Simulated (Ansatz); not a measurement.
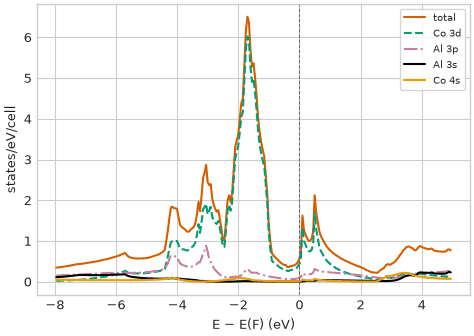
*Total and projected density of states of AlCo (CsCl type, Pm-3m), r²SCAN in the plane-wave PAW code Ansatz*

Q: Which orbitals carry the states next to the Fermi level?

A: Within 0.5 eV of the Fermi level: Co 3d 77 %, Al 3p 16 %. Projections are on Löwdin-orthogonalised atomic valence shells; empty p or d shells of many metals are not among them.

Q: Where is the tallest occupied peak in this window, and what makes it?

A: Near -1.7 eV, about 6.5 states/eV per cell; the largest projected share is Co 3d.

The cell was relaxed with r²SCAN under the symmetry of its start. The final state is ferromagnetic, the only order run, not a proven ground state. The cell computed holds one magnetic atom, so no antiferromagnetic order was within reach. Other orbital occupations within this spin state were not tried.

Potentials: the later of the program's two PAW sets.
